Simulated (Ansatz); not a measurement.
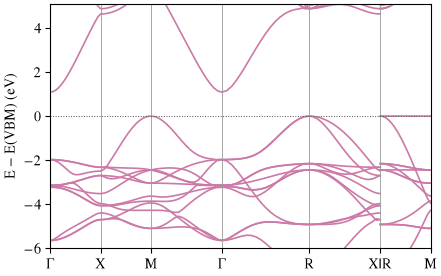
Figure: Band structure from DFT-PBEsol in the program Ansatz with PAW potentials

Task: Read off the gap and where the band edges lie.

Result: About 1.1 eV (1.09 eV by a search for the band edges); maximum at R, minimum at Γ.

The material is Mg3CdO4 in space group Pm-3m (No. 221; Mg on 3c, Cd on 1a, O on 3d, O on 1b).

The first step of the workflow began from a Materials Project structure, measured or hypothetical; the Crystallography Open Database copy checked does not list it. With Mg and Cd taken as one species the cell has the higher symmetry Fm-3m, so it may be an ordered model of a mixed-site phase. Its standing as an ambient phase is unchecked. The cell was relaxed with PBEsol under the symmetry of its start; of distortions, only those at the zone centre were tested. Scalar-relativistic: spin–orbit coupling is off unless named, which matters more the heavier the elements.

Potentials: the later of the program's two PAW sets.
